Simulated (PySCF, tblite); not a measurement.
# C4H8ClNSi: geometry, infrared bands and NMR shifts

Aim: predict the infrared bands and NMR shifts of C4H8ClNSi (`[H]/N=C\C/C=C\[SiH2]Cl`).

The runs use tblite 0.8.0 and PySCF 2.14.0, with density-fitted response routines of our own; the level of theory stands in each step. All values are computed, except where a source is named. Atoms count from 0, in the outputs and in this text.

## (1) The starting structure

15 atoms, charge 0, multiplicity 1; geometry from: force field or distance geometry start.

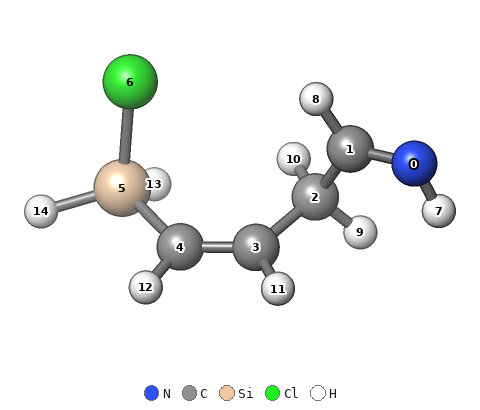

The starting geometry (nitrogen blue, carbon grey, silicon light orange, chlorine green, hydrogen white), atoms numbered; sticks join atoms by distance.

## (2) Geometry optimisation with GFN2-xTB

What the job is given:

```
{"job": {"kind": "relax", "xc": "GFN2-xTB", "basis": "xTB"}, "charge": 0, "multiplicity": 1}
N     -2.799500     1.499600    -0.373700
C     -1.686600     1.187900     0.167700
C     -1.095400    -0.213800     0.142400
C     -0.042300    -0.237100    -0.931600
C      1.278600    -0.447400    -0.767200
Si     2.272400    -0.750800     0.725400
Cl     2.150500     1.027300     1.735000
H     -3.235300     0.693300    -0.817400
H     -1.085500     1.959100     0.689600
H     -1.893000    -0.933500    -0.105600
H     -0.731400    -0.451500     1.134900
H     -0.413400    -0.081100    -1.935800
H      1.894500    -0.427500    -1.656600
H      1.685900    -1.814300     1.571600
H      3.696000    -1.002100     0.399300
```

On the command line:

```console
> OMP_NUM_THREADS=1 python probes_run.py task.json out
```

This one command runs all jobs of the session in turn.

Log:

```text
step      E/eV     max force
  0    -593.64787    2.002
  1    -593.70924    1.788
  2    -593.75262    0.435
  3    -593.76862    0.438
  4    -593.78958    0.471
  5    -593.80152    0.342
  6    -593.81376    0.224
  7    -593.82065    0.217
  8    -593.82568    0.204
  9    -593.82978    0.150
 10    -593.83295    0.143
 11    -593.83588    0.137
 12    -593.83863    0.157
 13    -593.84068    0.119
 14    -593.84178    0.074
 15    -593.84241    0.068
 16    -593.84309    0.067
 17    -593.84393    0.085
 18    -593.84472    0.081
 19    -593.84528    0.047
 20    -593.84571    0.050
 21    -593.84612    0.053
 22    -593.84657    0.064
 23    -593.84698    0.046
 24    -593.84734    0.048
 25    -593.84769    0.050
 26    -593.84805    0.057
 27    -593.84838    0.054
 28    -593.84866    0.043
 29    -593.84892    0.041
 30    -593.84918    0.042
 31    -593.84943    0.048
 32    -593.84967    0.051
 33    -593.84993    0.047
 34    -593.85022    0.046
 35    -593.85050    0.042
 36    -593.85072    0.034
 37    -593.85088    0.029
 38    -593.85106    0.039
 39    -593.85131    0.063
 40    -593.85164    0.068
 41    -593.85197    0.046
 42    -593.85226    0.050
 43    -593.85253    0.043
 44    -593.85283    0.061
 45    -593.85322    0.064
 46    -593.85373    0.070
 47    -593.85431    0.070
 48    -593.85485    0.061
 49    -593.85536    0.062
 50    -593.85583    0.054
 51    -593.85629    0.053
 52    -593.85677    0.058
 53    -593.85729    0.076
 54    -593.85788    0.094
 55    -593.85855    0.073
 56    -593.85914    0.087
 57    -593.85964    0.083
 58    -593.86016    0.059
 59    -593.86086    0.053
 60    -593.86135    0.054
 61    -593.86215    0.067
 62    -593.86272    0.062
 63    -593.86320    0.058
 64    -593.86361    0.047
 65    -593.86398    0.064
 66    -593.86431    0.050
 67    -593.86456    0.034
 68    -593.86480    0.031
 69    -593.86493    0.042
 70    -593.86513    0.037
 71    -593.86522    0.024
 72    -593.86529    0.030
 73    -593.86537    0.027
 74    -593.86544    0.023
 75    -593.86549    0.018
 76    -593.86551    0.011
 77    -593.86553    0.013
 78    -593.86554    0.013
 79    -593.86555    0.007
```

Wall time 1.3 s (1 thread of Intel Xeon at 2.70GHz, shared host); peak memory 0.18 GiB.

Along the way: (not every step is listed)

```csv
step,energy from step 0 (eV),largest force (eV/Å)
0,0.0000,2.0022
1,-0.0614,1.7878
2,-0.1047,0.4346
3,-0.1208,0.4381
4,-0.1417,0.4714
5,-0.1536,0.3425
6,-0.1659,0.2243
7,-0.1728,0.2171
8,-0.1778,0.2042
14,-0.1939,0.0736
20,-0.1978,0.0500
26,-0.2002,0.0571
32,-0.2018,0.0510
38,-0.2032,0.0393
44,-0.2050,0.0609
50,-0.2080,0.0538
56,-0.2113,0.0865
62,-0.2148,0.0619
68,-0.2169,0.0305
74,-0.2176,0.0228
75,-0.2176,0.0177
76,-0.2176,0.0112
77,-0.2177,0.0132
78,-0.2177,0.0130
79,-0.2177,0.0073
```

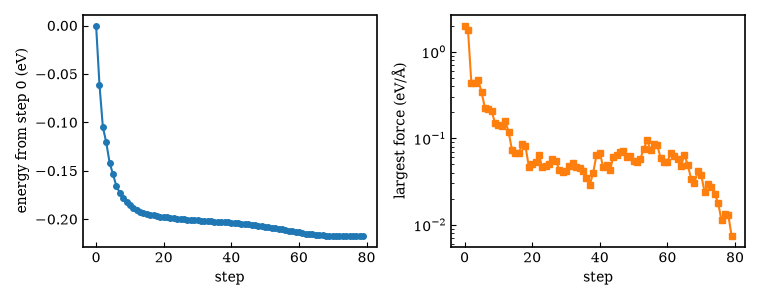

Energy and largest force along the relaxation.

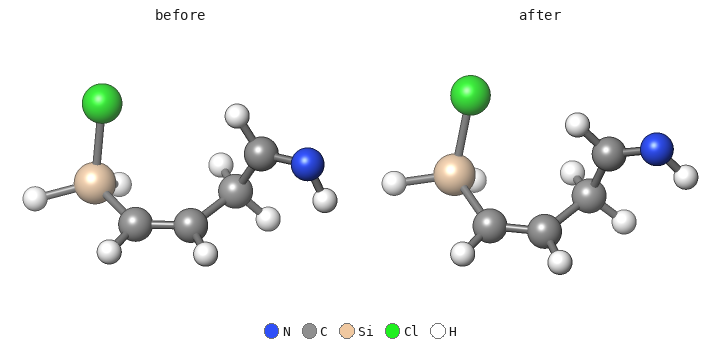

Before and after, at one scale.

Close pairs (by a distance rule), those that changed most:

```csv
bond,before (Å),after (Å),change (Å)
C4–Si5,1.819,1.883,+0.064
N0–C1,1.276,1.250,-0.026
C1–H8,1.108,1.086,-0.022
Si5–H14,1.482,1.460,-0.022
Si5–Cl6,2.048,2.026,-0.022
C3–C4,1.348,1.329,-0.018
Si5–H13,1.480,1.463,-0.017
C1–C2,1.521,1.510,-0.011
```

The end geometry stands in the next job.

## (3) Infrared spectrum with GFN2-xTB

What the job is given:

```
{"job": {"kind": "ir", "xc": "GFN2-xTB", "basis": "xTB"}, "charge": 0, "multiplicity": 1}
N     -2.667048     1.611810    -0.071874
C     -1.529291     1.136967     0.134338
C     -1.076447    -0.297343    -0.001118
C     -0.030294    -0.377864    -1.066121
C      1.278020    -0.480297    -0.855324
Si     2.156647    -0.609324     0.805119
Cl     1.821098     1.056561     1.909127
H     -3.377507     0.938881    -0.361443
H     -0.754549     1.833676     0.440386
H     -1.930235    -0.929619    -0.261815
H     -0.667223    -0.616964     0.959358
H     -0.415865    -0.300577    -2.077275
H      1.916546    -0.501866    -1.730047
H      1.677204    -1.751521     1.584426
H      3.594531    -0.704527     0.570351
```

Log:

```text
mode    cm-1     km/mol
  1      38.1      0.22
  2      45.2      1.04
  3      60.6      0.98
  4     107.2      3.14
  5     185.7      1.05
  6     243.3      4.06
  7     378.2      3.13
  8     443.1      6.61
  9     478.5     31.50
 10     481.5     47.38
 11     541.8     53.21
 12     588.0     23.00
 13     684.1    180.95
 14     712.9     45.08
 15     749.0    306.20
 16     770.5      7.70
 17     788.8    250.24
 18     932.5     14.88
 19     947.4     13.23
 20     994.0      7.72
 21    1049.1     17.49
 22    1084.8     33.32
 23    1112.5     30.35
 24    1193.7    109.07
 25    1241.9      0.37
 26    1267.5      6.41
 27    1329.5     59.55
 28    1343.7      1.04
 29    1448.7      5.31
 30    1663.4    171.22
 31    1750.3    207.17
 32    2241.3    262.99
 33    2282.5    194.30
 34    2957.8     31.78
 35    2976.5     19.26
 36    3017.7     27.07
 37    3020.4     56.27
 38    3041.3     47.97
 39    3300.6     30.30
```

Run time: 1.2 s. Hardware: 1 thread of Intel Xeon at 2.70GHz, shared host; peak memory 0.18 GiB.

Which atoms move in the most intense modes:

```csv
cm⁻¹,km/mol,atoms
684,180.9,"H13 37 %, H14 35 %"
749,306.2,"H12 23 %, C4 18 %, Si5 14 %, H14 12 %"
789,250.2,"H14 44 %, H13 44 %"
1194,109.1,"H10 25 %, H7 23 %, H8 16 %, C2 15 %"
1663,171.2,"C3 50 %, C4 43 %"
1750,207.2,"C1 56 %, N0 38 %"
2241,263.0,H13 89 %
2282,194.3,H14 90 %
```

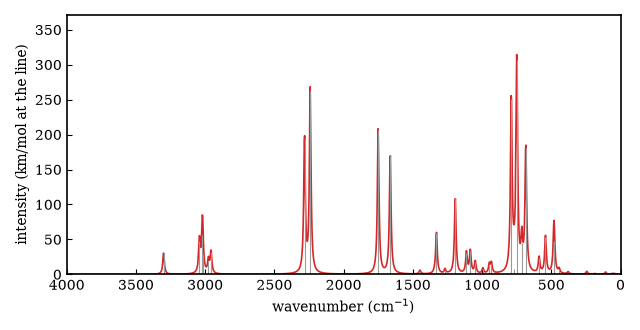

The infrared spectrum from these modes, unscaled. Lines are broadened to a width of 14 cm⁻¹ (Lorentzian).

## (4) NMR shieldings: PBE0/pcSseg-1

Same as in step 3 but for these lines:

```diff
@@ -1,2 +1,2 @@
-{"job": {"kind": "ir", "xc": "GFN2-xTB", "basis": "xTB"}, "charge": 0, "multiplicity": 1}
+{"job": {"kind": "nmr", "xc": "PBE0", "basis": "pcSseg-1"}, "charge": 0, "multiplicity": 1}
 N     -2.667048     1.611810    -0.071874
```

Method: GIAO PBE0/pcSseg-1 NMR shielding, non-relativistic, gas phase.

Log:

```text
coarse grid: 13616 points
cycle   1  E = -961.0058548498  dE =  7.564e-01  |g| = 4.742e-01  |ddm| = 3.496e+00
cycle   2  E = -960.9691221764  dE =  3.673e-02  |g| = 6.404e-01  |ddm| = 1.029e+00
cycle   3  E = -961.0588772561  dE = -8.976e-02  |g| = 1.317e-01  |ddm| = 5.822e-01
cycle   4  E = -961.0626774700  dE = -3.800e-03  |g| = 3.683e-02  |ddm| = 1.259e-01
cycle   5  E = -961.0629942039  dE = -3.167e-04  |g| = 7.254e-03  |ddm| = 3.972e-02
cycle   6  E = -961.0630041293  dE = -9.925e-06  |g| = 3.948e-03  |ddm| = 9.431e-03
cycle   7  E = -961.0630078098  dE = -3.681e-06  |g| = 9.366e-04  |ddm| = 3.395e-03
final grid: 122472 points
cycle   8  E = -961.1013065497  dE = -3.492e-05  |g| = 7.102e-03  |ddm| = 2.659e-02
cycle   9  E = -961.1013053526  dE =  1.197e-06  |g| = 7.259e-03  |ddm| = 1.310e-02
cycle  10  E = -961.1013188056  dE = -1.345e-05  |g| = 5.949e-04  |ddm| = 6.853e-03
cycle  11  E = -961.1013188569  dE = -5.131e-08  |g| = 3.039e-04  |ddm| = 6.956e-04
cycle  12  E = -961.1013188783  dE = -2.138e-08  |g| = 8.262e-05  |ddm| = 2.915e-04
cycle  13  E = -961.1013188798  dE = -1.528e-09  |g| = 2.902e-05  |ddm| = 9.130e-05
cycle  14  E = -961.1013188800  dE = -1.855e-10  |g| = 5.792e-06  |ddm| = 3.034e-05
converged SCF energy = -961.1013188800

GIAO shielding tensors (ppm)
atom      isotropic    diamagn.    paramagn.     s11        s22        s33       span
  0 N     -100.751     318.998    -419.749   -432.043    -83.485    213.273    645.317
  1 C       14.776     253.394    -238.617    -99.047     25.486    117.891    216.938
  2 C      133.108     251.464    -118.356    110.210    132.697    156.416     46.206
  3 C       29.150     256.839    -227.689    -98.709     31.356    154.804    253.513
  4 C       54.227     260.203    -205.976    -53.496     53.020    163.157    216.652
  5 Si     382.163     878.504    -496.342    345.817    378.593    422.078     76.261
  6 Cl     984.069    1149.315    -165.246    922.419    968.029   1061.758    139.339
  7 H       20.772      32.767     -11.995     10.681     25.619     26.015     15.334
  8 H       23.901      30.808      -6.906     19.967     23.200     28.538      8.571
  9 H       29.100      32.485      -3.385     27.063     27.746     32.492      5.429
 10 H       28.226      33.166      -4.940     25.430     28.565     30.682      5.252
 11 H       24.908      32.130      -7.222     22.462     24.256     28.005      5.543
 12 H       25.515      30.680      -5.165     23.837     25.301     27.407      3.570
 13 H       26.223      28.463      -2.239     23.132     24.107     31.432      8.300
 14 H       26.510      27.323      -0.813     22.419     24.631     32.480     10.061
```

It took 46 s on 1 thread of Intel Xeon at 2.70GHz, shared host; peak memory 0.79 GiB.

Shifts follow as δ = σ(reference) − σ, with reference shieldings (ppm) from runs at the same level and on the same kind of geometry: ¹H TMS 31.72, ¹³C TMS 186.9, ²⁹Si TMS 349.2, ¹⁵N NH3 267.7, ³⁵Cl HCl 950. The references are single molecules in the gas phase, so shifts against H2O, NH3, PH3, H3PO4 or CFCl3 are not on the usual liquid scales and can be off by tens of ppm. Atoms listed in one row are averaged.

```csv
atoms,environment,σ (ppm),δ (ppm),δ scaled to CDCl3
C1,C=N carbon,14.8,172.1,166.1
C3,alkene CH,29.2,157.8,152.1
C4,alkene CH,54.2,132.7,127.6
C2,allylic sp3 CH2,133.1,53.8,50.6
H7,hydrogen on an imine nitrogen,20.77,10.95,–
H8,hydrogen on a C=N carbon,23.90,7.82,7.47
H11,hydrogen on an alkene CH,24.91,6.81,6.52
H12,hydrogen on an alkene CH,25.51,6.20,5.95
"H13, H14","hydrogen on a silicon bonded to C, Cl",26.37,5.35,–
"H9, H10",hydrogen on an allylic sp3 CH2,28.66,3.05,2.98
N0,imine nitrogen,-100.8,368.5,–
Si5,"silicon bonded to C, Cl, 2 H",382.2,-33.0,–
Cl6,chlorine bonded to Si,984,-34,–
```

The scaled column applies a straight-line fit of computed shieldings to shifts measured in CDCl3, with any fitted terms for Cl, Br or S neighbours (root-mean-square error 0.16 ppm for H, 1.9 ppm for C).

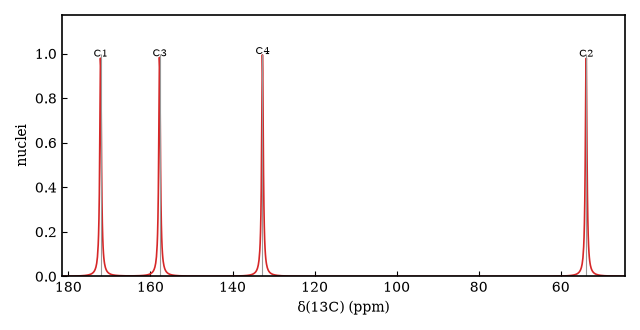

¹³C lines at the computed shifts, without couplings. Lines are broadened to a width of 0.47 ppm (Lorentzian).

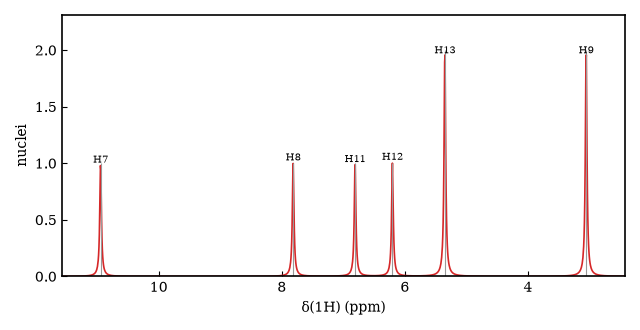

¹H lines at the computed shifts, without couplings. Lines are broadened to a width of 0.03 ppm (Lorentzian).

Charges from the same density, by scheme (e):

```csv
atoms,Mulliken,IAO,Hirshfeld,ESP fit
N0,-0.34,-0.42,-0.23,-0.74
C1,0.04,0.05,0.06,0.29
C2,-0.23,-0.31,-0.07,0.11
C3,-0.12,-0.09,-0.02,-0.25
C4,-0.42,-0.46,-0.15,-0.29
Si5,0.69,0.79,0.34,0.36
Cl6,-0.32,-0.32,-0.11,-0.20
```

ESP fit charges:

N0 -0.74; C1 0.29; C2 0.11; C3 -0.25; C4 -0.29; Si5 0.36; Cl6 -0.20; H7 0.37; H8 0.08; H9 0.03; H10 0.01; H11 0.17; H12 0.16; H13 -0.04; H14 -0.05

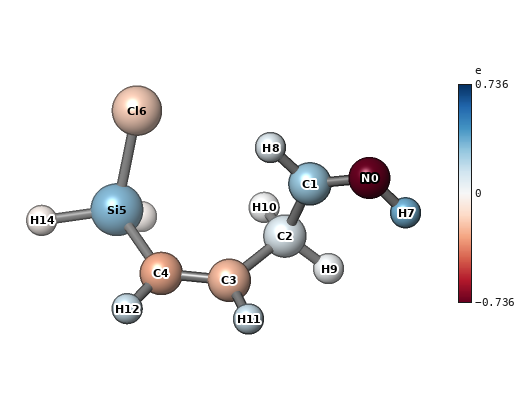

ESP fit charges, as colours on the atoms.

Mayer bond orders: N0–C1 2.05, C1–C2 0.98, C2–C3 1.04, C3–C4 1.92, C4–Si5 0.90, Si5–Cl6 0.96.

## (5) Results

| quantity | value |
| --- | --- |
| strongest single infrared mode (GFN2-xTB) | 749 cm⁻¹, 306 km/mol |
| zero-point energy (GFN2-xTB) | 67.9 kcal/mol |
| ¹³C shifts against TMS (PBE0/pcSseg-1) | 172.1, 157.8, 132.7, 53.8 ppm |
| ¹H shifts against TMS (PBE0/pcSseg-1, means over atoms taken as alike) | 10.95, 7.82, 6.81, 6.20, 5.35, 3.05 ppm |
| ¹⁵N shifts against NH3 (PBE0/pcSseg-1) | 368.5 ppm |
| ²⁹Si shifts against TMS (PBE0/pcSseg-1) | -33.0 ppm |
| ³⁵Cl shifts against HCl (PBE0/pcSseg-1) | -34 ppm |

Over 79 steps the energy fell by 0.218 eV; of the close pairs, C4–Si5 changed most, 1.819 to 1.883 Å. All 39 modes are real, so the xTB geometry is a minimum. The strongest single mode, at 749 cm⁻¹, is spread over several atoms, H12, C4, Si5, H14 among them. GFN2-xTB is a fitted tight-binding method: band positions and strengths are rough. Its intensities can rank the bands wrongly. At PBE0/pcSseg-1: The widest tensor belongs to N0: span 645 ppm, with a paramagnetic part of -420 ppm.
